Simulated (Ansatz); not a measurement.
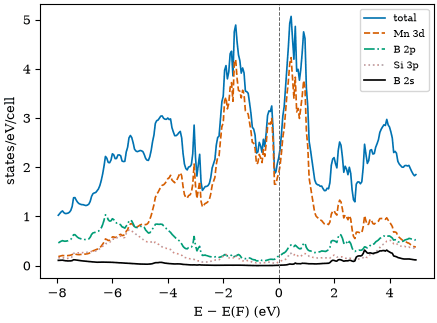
Fig. 1. Total and projected density of states of Mn2SiB2 in space group Cmmm (No. 65; Si on 2a, Mn on 4j, B on 4i), plane-wave PAW PBE (Ansatz code)

### Question
Which orbitals carry the states next to the Fermi level?

### Answer
Within 0.5 eV of the Fermi level: Mn 3d 87 %, B 2p 7 %. Projections are on Löwdin-orthogonalised atomic valence shells; empty p or d shells of many metals are not among them.

### Question
Where is the tallest occupied peak in this window, and what makes it?

### Answer
Near -1.6 eV, about 4.9 states/eV per cell; the largest projected share is Mn 3d.

The start of the workflow was typed in or built on a structure type; neither database checked (COD, Materials Project) lists it. Its standing as an ambient phase is unchecked. Symmetry was held in the PBE relaxation; whether a distortion lowers the energy is not shown. Magnetic state: ferromagnetic, chosen from 2 collinear starts compared on coarse meshes (ties went to the first, and starts can fall back to one state), not a proven ground state.

Potentials: the earlier of the program's two PAW sets.
